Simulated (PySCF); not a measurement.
# RPA@PBE/SBKJC (core potential) run of AsH3 (SMILES [H][As]([H])[H])

What is the vertical singlet–triplet gap of AsH3 at RPA@PBE/SBKJC (core potential)? The job is set up through a Python script.

Program for the calculation: PySCF 2.14.0.

### 1 The molecule

AsH3 has 4 atoms, charge 0, and is taken as a singlet. As SMILES, `[H][As]([H])[H]`. Geometry: a GFN2-xTB relaxation, a rough one for these elements and not checked as a minimum.

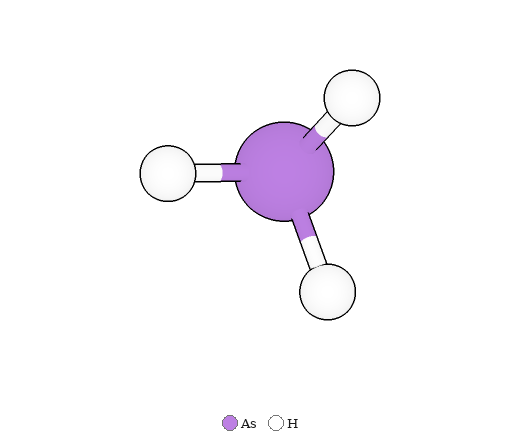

Viewed from a chosen angle; arsenic purple, hydrogen white.

### 2 The energy at RPA@PBE/SBKJC (core potential)

The input, input.py:

```python
# AsH3
from pyscf import gto, dft
from pyscf.gw.rpa import RPA

system = gto.M(
    atom=[
    ('As', (-0.004370, 0.005540, 0.655970)),
    ('H', (1.216520, -0.029700, -0.207950)),
    ('H', (-0.582780, 1.061080, -0.232340)),
    ('H', (-0.629370, -1.036930, -0.215680)),
],
    verbose=4,
    basis='sbkjc',
    ecp={'As': 'sbkjc'},
    max_memory=1860,
)

calc0 = dft.RKS(system, xc='pbe')
calc0.conv_tol = 1e-10
calc0.grids.level = 5
calc0.kernel()
if not calc0.converged:
    calc0 = calc0.newton().run(calc0.mo_coeff, calc0.mo_occ)

rpa = RPA(calc0)
rpa.kernel()
e_exx = calc0.to_hf().energy_tot(calc0.make_rdm1())
e_tot = e_exx + rpa.e_corr
print('E = %.10f Eh' % e_tot)
```

Run with:

```
$ OMP_NUM_THREADS=1 python input.py
```

Log:

```text
PySCF version 2.14.0

[INPUT] num. atoms = 4
[INPUT] num. electrons = 8
[INPUT] charge = 0
[INPUT] spin (= nelec alpha-beta = 2S) = 0
[INPUT] symmetry False subgroup None
[INPUT] Mole.unit = angstrom
[INPUT] Symbol           X                Y                Z      unit          X                Y                Z       unit  Magmom
[INPUT]  1 As    -0.004370000000   0.005540000000   0.655970000000 AA   -0.008258103164   0.010469082730   1.239603645931 Bohr   0.0
[INPUT]  2 H      1.216520000000  -0.029700000000  -0.207950000000 AA    2.298889625056  -0.056124865900  -0.392968547603 Bohr   0.0
[INPUT]  3 H     -0.582780000000   1.061080000000  -0.232340000000 AA   -1.101294590874   2.005150596253  -0.439058967781 Bohr   0.0
[INPUT]  4 H     -0.629370000000  -1.036930000000  -0.215680000000 AA   -1.189336931018  -1.959513710345  -0.407576130546 Bohr   0.0

[... 59 lines left out ...]
converged SCF energy = -7.96385531678079
[... 5 lines left out ...]
WARN: Even tempered Gaussians are generated as DF auxbasis for  H As

******** <class 'pyscf.gw.rpa.RPA'> ********
method = RPA
nocc = 4  nmo = 14
mem_avail = 1679.86  mem_blk = 0.00  auxlen = 69

******** <class 'pyscf.df.df.DF'> ********
auxbasis = auxmol.basis = {'H': [[0, [np.float64(5.862144), 1]], [0, [np.float64(2.931072), 1]], [0, [np.float64(1.465536), 1]], [0, [np.float64(0.732768), 1]], [0, [np.float64(0.366384), 1]]], 'As': [[0, [np.float64(4.46976), 1]], [0, [np.float64(2.23488), 1]], [0, [np.float64(1.11744), 1]], [0, [np.float64(0.55872), 1]], [0, [np.float64(0.27936), 1]], [0, [np.float64(0.13968), 1]], [1, [np.float64(4.46976), 1]], [1, [np.float64(2.23488), 1]], [1, [np.float64(1.11744), 1]], [1, [np.float64(0.55872), 1]], [1, [np.float64(0.27936), 1]], [1, [np.float64(0.13968), 1]], [2, [np.float64(4.46976), 1]], [2, [np.float64(2.23488), 1]], [2, [np.float64(1.11744), 1]], [2, [np.float64(0.55872), 1]], [2, [np.float64(0.27936), 1]], [2, [np.float64(0.13968), 1]]]}
Lowest orbital energy difference:  2.5541e-01
E(RPA) = -7.8430130800431  E_corr = -0.123853197614735  E_hf = -7.71915988242837
E = -7.8440353218 Eh
```

Run time: 1.6 s. Hardware: 1 thread of Intel Xeon Platinum 8375C at 2.90GHz (Ice Lake), shared host; peak memory 0.17 GiB.

### 3 The triplet at the same level

The input, input.xyz:

```xyz
4
AsH3
As    -0.004370     0.005540     0.655970
H      1.216520    -0.029700    -0.207950
H     -0.582780     1.061080    -0.232340
H     -0.629370    -1.036930    -0.215680
```

The input, job.py:

```python
from pyscf import gto, dft
from pyscf.gw.urpa import URPA

mol = gto.M(
    atom='input.xyz',
    ecp={'As': 'sbkjc'},
    max_memory=1860,
    spin=2,
    verbose=4,
    basis='sbkjc',
)

ks = dft.UKS(mol)
ks.xc = 'pbe'
ks.grids.level = 5
ks.conv_tol = 1e-10
ks.kernel()
if not ks.converged:
    ks = ks.newton().run(ks.mo_coeff, ks.mo_occ)

rpa = URPA(ks)
rpa.kernel()
e_exx = ks.to_hf().energy_tot(ks.make_rdm1())
e_tot = e_exx + rpa.e_corr
print('E = %.10f Eh' % e_tot)
```

Run with:

```
$ OMP_NUM_THREADS=1 python job.py
```

Log:

```text
PySCF version 2.14.0

[INPUT] num. atoms = 4
[INPUT] num. electrons = 8
[INPUT] charge = 0
[INPUT] spin (= nelec alpha-beta = 2S) = 2
[INPUT] symmetry False subgroup None
[INPUT] Mole.unit = angstrom
[INPUT] Symbol           X                Y                Z      unit          X                Y                Z       unit  Magmom
[INPUT]  1 As    -0.004370000000   0.005540000000   0.655970000000 AA   -0.008258103164   0.010469082730   1.239603645931 Bohr   0.0
[INPUT]  2 H      1.216520000000  -0.029700000000  -0.207950000000 AA    2.298889625056  -0.056124865900  -0.392968547603 Bohr   0.0
[INPUT]  3 H     -0.582780000000   1.061080000000  -0.232340000000 AA   -1.101294590874   2.005150596253  -0.439058967781 Bohr   0.0
[INPUT]  4 H     -0.629370000000  -1.036930000000  -0.215680000000 AA   -1.189336931018  -1.959513710345  -0.407576130546 Bohr   0.0

[... 42 lines left out ...]
[... the frontier-level lines of each cycle are left out ...]
[... 21 lines left out ...]
[... 23 lines left out ...]
[... 23 lines left out ...]
[... 23 lines left out ...]
[... 23 lines left out ...]
[... 20 lines left out ...]
converged SCF energy = -7.72485328531786  <S^2> = 2.0020677  2S+1 = 3.0013781
[... 5 lines left out ...]
WARN: Even tempered Gaussians are generated as DF auxbasis for  H As

******** <class 'pyscf.gw.urpa.URPA'> ********
nocc = (np.int64(5), np.int64(3)), nmo = (14, 14)
mem_avail = 1725.89  mem_blk = 0.00  auxlen = 69

******** <class 'pyscf.df.df.DF'> ********
auxbasis = auxmol.basis = {'H': [[0, [np.float64(5.862144), 1]], [0, [np.float64(2.931072), 1]], [0, [np.float64(1.465536), 1]], [0, [np.float64(0.732768), 1]], [0, [np.float64(0.366384), 1]]], 'As': [[0, [np.float64(4.46976), 1]], [0, [np.float64(2.23488), 1]], [0, [np.float64(1.11744), 1]], [0, [np.float64(0.55872), 1]], [0, [np.float64(0.27936), 1]], [0, [np.float64(0.13968), 1]], [1, [np.float64(4.46976), 1]], [1, [np.float64(2.23488), 1]], [1, [np.float64(1.11744), 1]], [1, [np.float64(0.55872), 1]], [1, [np.float64(0.27936), 1]], [1, [np.float64(0.13968), 1]], [2, [np.float64(4.46976), 1]], [2, [np.float64(2.23488), 1]], [2, [np.float64(1.11744), 1]], [2, [np.float64(0.55872), 1]], [2, [np.float64(0.27936), 1]], [2, [np.float64(0.13968), 1]]]}
Lowest orbital energy difference: ( 4.5355e-03,  7.3656e-02)
E(URPA) = -7.59653806175174  E_corr = -0.115636384443788  E_hf = -7.48090167730795
E = -7.6032997961 Eh
```

Wall time 5.1 s (1 thread of Intel Xeon Platinum 8375C at 2.90GHz (Ice Lake), shared host); peak memory 0.18 GiB.

### 4 Summary of results

Level: RPA@PBE/SBKJC (core potential).

```
                                                            quantity        value
                                               singlet: total energy  -7.84404 Eh
                      singlet: dipole moment (PBE Kohn–Sham density)       1.65 D
                       singlet: HOMO energy (PBE Kohn–Sham orbitals)     -6.70 eV
                       singlet: LUMO energy (PBE Kohn–Sham orbitals)      0.25 eV
                     singlet: HOMO–LUMO gap (PBE Kohn–Sham orbitals)      6.95 eV
                                     singlet: RPA correlation energy   -123.9 mEh
                                               triplet: total energy  -7.60330 Eh
                      triplet: dipole moment (PBE Kohn–Sham density)       0.59 D
triplet: HOMO energy (PBE Kohn–Sham orbitals) (highest over α and β)     -0.80 eV
                                     triplet: RPA correlation energy   -115.6 mEh
                                                       triplet: ⟨S²⟩        2.002
                    vertical energy of the triplet above the singlet     6.551 eV
```

**Reading.** At this shape the triplet lies 6.55 eV (151 kcal/mol) above the singlet.
